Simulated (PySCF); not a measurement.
**C₄H₁₃NSi: electronic excitations**

What electronic excitations should C₄H₁₃NSi (`C[SiH2]NC(C)C`) show?

Programs: PySCF 2.14.0, with density-fitted response routines of our own. Each step states its level of theory. These are calculated values for one molecule in the gas phase, unless marked as measured. Atoms are numbered from 0 throughout.

**1. The molecule as given**

19 atoms, charge 0, multiplicity 1; geometry from: GFN2-xTB.

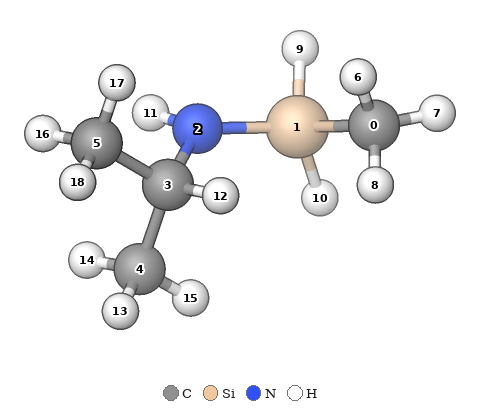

As it starts; carbon grey, silicon light orange, nitrogen blue, hydrogen white, atoms numbered.

**2. Excited states and response: B3LYP/def2-SVPD**

Job settings and geometry (Å):

```
{"job": {"kind": "uv", "xc": "B3LYP", "basis": "def2-SVPD", "nstates": 8, "ntriplets": 3}, "charge": 0, "multiplicity": 1}
C      2.417764     1.029599     0.204514
Si     1.744115    -0.480376    -0.723911
N      0.040299    -0.304253    -0.867790
C     -0.863836     0.030889     0.211273
C     -1.287888    -1.205787     1.007803
C     -2.087470     0.754738    -0.350495
H      2.056524     1.956096    -0.231828
H      3.502564     1.047870     0.165437
H      2.132866     1.023554     1.252833
H      2.211573    -0.523907    -2.112184
H      2.206995    -1.690938    -0.014096
H     -0.421286    -0.882464    -1.555391
H     -0.324733     0.711030     0.877707
H     -1.928377    -0.923073     1.839513
H     -1.834310    -1.895295     0.366526
H     -0.410847    -1.717216     1.396989
H     -2.657501     0.087695    -0.995090
H     -1.773953     1.615474    -0.935695
H     -2.732304     1.093492     0.456420
```

With the program's defaults for keys left out, this is: TDDFT B3LYP/def2-SVPD, vertical, gas phase, core orbitals frozen in the response.

Command:

```console
OMP_NUM_THREADS=1 python probes_run.py task.json out
```

This one command runs all jobs of the session in turn.

Standard output:

```text
coarse grid: 15096 points
cycle   1  E = -504.1514725571  dE =  2.491e-01  |g| = 5.971e-01  |ddm| = 6.326e+00
cycle   2  E = -504.0793753337  dE =  7.210e-02  |g| = 8.034e-01  |ddm| = 2.136e+00
cycle   3  E = -504.2398652430  dE = -1.605e-01  |g| = 1.024e-01  |ddm| = 1.329e+00
cycle   4  E = -504.2420725269  dE = -2.207e-03  |g| = 3.485e-02  |ddm| = 1.942e-01
cycle   5  E = -504.2423562319  dE = -2.837e-04  |g| = 5.952e-03  |ddm| = 5.637e-02
cycle   6  E = -504.2423647247  dE = -8.493e-06  |g| = 2.281e-03  |ddm| = 1.563e-02
final grid: 137592 points
cycle   7  E = -504.3170330232  dE = -4.295e-05  |g| = 7.450e-03  |ddm| = 1.263e-01
cycle   8  E = -504.3170228180  dE =  1.021e-05  |g| = 9.716e-03  |ddm| = 2.403e-02
cycle   9  E = -504.3170475891  dE = -2.477e-05  |g| = 5.648e-04  |ddm| = 1.326e-02
cycle  10  E = -504.3170476535  dE = -6.439e-08  |g| = 2.558e-04  |ddm| = 1.240e-03
cycle  11  E = -504.3170476673  dE = -1.384e-08  |g| = 5.377e-05  |ddm| = 4.268e-04
cycle  12  E = -504.3170476680  dE = -6.939e-10  |g| = 1.530e-05  |ddm| = 1.273e-04
converged SCF energy = -504.3170476680

Static polarisability (au): isotropic 85.453, principal 79.214 82.183 94.962

Singlet excitations
state   eV       nm        f      main configurations
  1   5.7210    216.7   0.01003   H->L 0.88, H->L+1 0.09
  2   5.9897    207.0   0.01410   H->L+1 0.87, H->L 0.10
  3   6.6028    187.8   0.02362   H->L+2 0.97
  4   6.7416    183.9   0.00351   H->L+3 0.83, H->L+4 0.13
  5   6.9513    178.4   0.02809   H->L+4 0.85, H->L+3 0.12
  6   7.1290    173.9   0.00278   H->L+5 0.94
  7   7.3669    168.3   0.00447   H->L+6 0.93
  8   7.7015    161.0   0.02143   H->L+7 0.90

Triplet excitations (Tamm-Dancoff, eV): 5.5545 5.8334 6.5221
```

It took 86 s on 1 thread of Arm Neoverse N1, shared host; peak memory 1 GiB.

The orbitals next to the gap, with their largest atomic shares:

```
orbital     eV                        atoms
 HOMO−3  -9.14   C3 24 %, C5 13 %, H12 13 %
 HOMO−2  -8.99  Si1 31 %, H9 24 %, H10 13 %
 HOMO−1  -8.69    C0 39 %, Si1 26 %, H9 8 %
   HOMO  -6.38    N2 56 %, Si1 10 %, C3 7 %
   LUMO   0.30   Si1 17 %, C4 12 %, C5 10 %
 LUMO+1   0.52  C0 17 %, Si1 17 %, H11 10 %
 LUMO+2   1.04   Si1 26 %, H9 10 %, C5 10 %
```

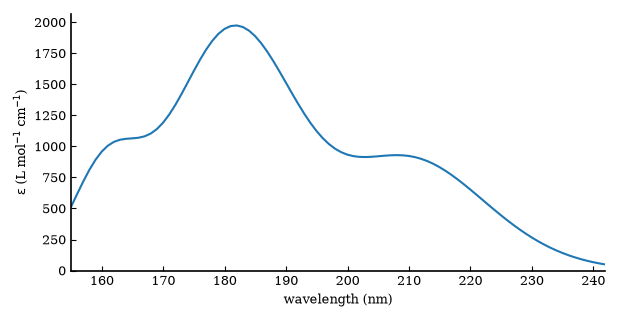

Absorption spectrum: each of the 8 states is a Gaussian band of 0.4 eV half-width at 1/e. Beyond the last state computed it falls off for lack of states.

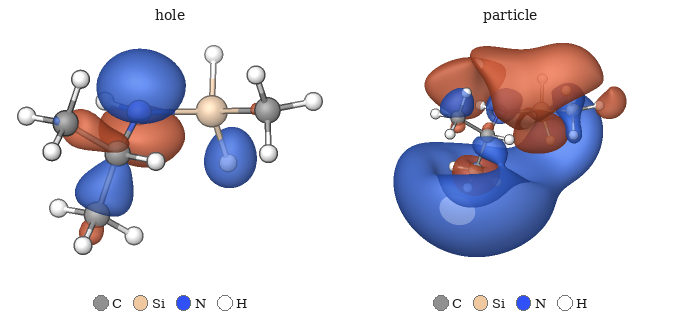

Leading natural transition orbitals of singlet state 5: the electron leaves the hole (left) for the particle orbital (right).

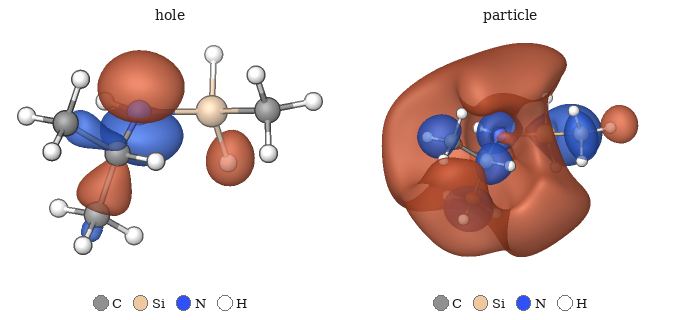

Leading natural transition orbitals of singlet state 1: the electron leaves the hole (left) for the particle orbital (right).

Further results of this job:

```
           property  computed
  dipole moment (D)      0.88
polarisability (Å³)     12.66
 HOMO–LUMO gap (eV)      6.68
      −ε(HOMO) (eV)      6.38
```

Orbitals, density, ELF and potential are computed afterwards from the orbital file.

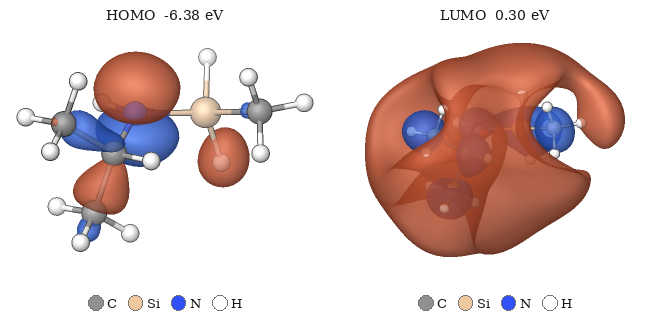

B3LYP/def2-SVPD orbitals near the gap, drawn at the value that encloses 70 % of each; the two colours are the two signs.

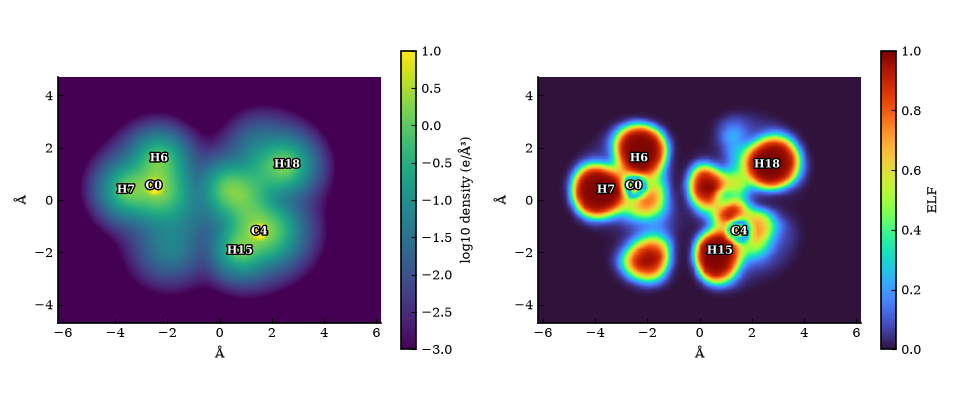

Density (left) and ELF (right) in a plane through or near 6 of the atoms.

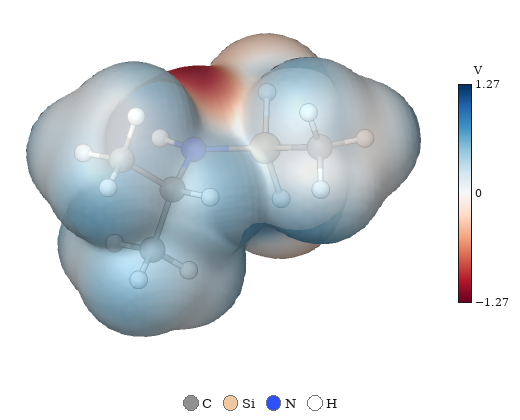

The potential that a unit positive charge feels on the 0.002 e/bohr³ surface, from -0.78 V near N2 to 1.27 V near H11.

**3. Outcome**

| quantity | value |
| --- | --- |
| lowest singlet (B3LYP/def2-SVPD) | 5.72 eV (217 nm), f = 0.010 |
| brightest single state of those computed | state 5, 6.95 eV, f = 0.028 |
| lowest triplet | 5.55 eV |
| surface potential, least and greatest | -0.78 V and 1.27 V |

In words: The first singlet state (HOMO→LUMO 0.88, HOMO→LUMO+1 0.09) lies at 5.72 eV and is weak; of the 8 states computed, the strongest absorption comes from state 5 at 6.95 eV. The lowest triplet lies 0.17 eV below the lowest singlet (triplets in Tamm-Dancoff, singlets in full TDDFT). States above −ε(HOMO) lie where TDDFT describes them poorly and they hang on the basis; the brightest is among them.
